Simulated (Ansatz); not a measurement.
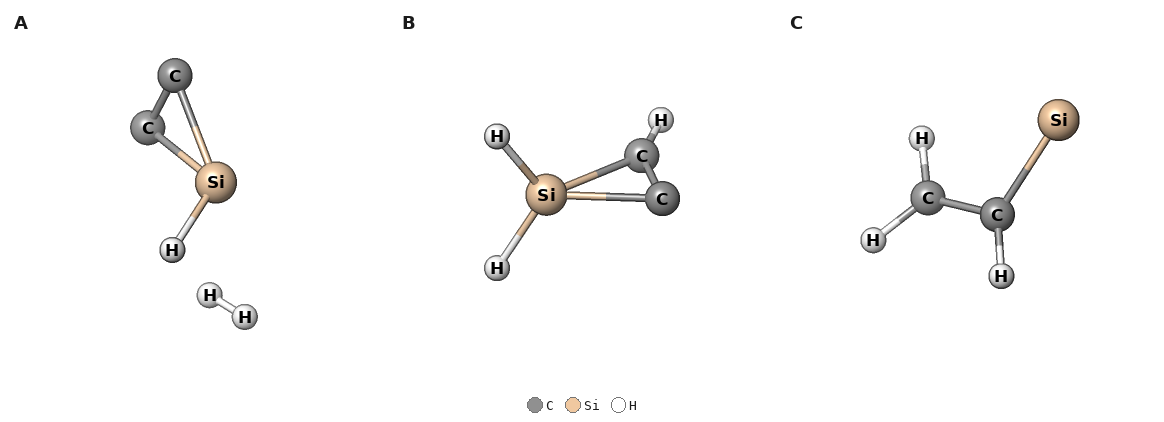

3 stationary structures of one formula. Charge 0, doublet. Geometries: PBE-D4/def2-SVP. Electronic energies: PBE-D4/def2-SVP (Ansatz 0.2.0), without zero-point energy. No frequency run is at hand to confirm each as a minimum.

Rank them by energy, lowest first.

C is lowest (C1); B lies 90.0 kJ/mol above it (Cs), A lies 367.8 kJ/mol above it (C1).
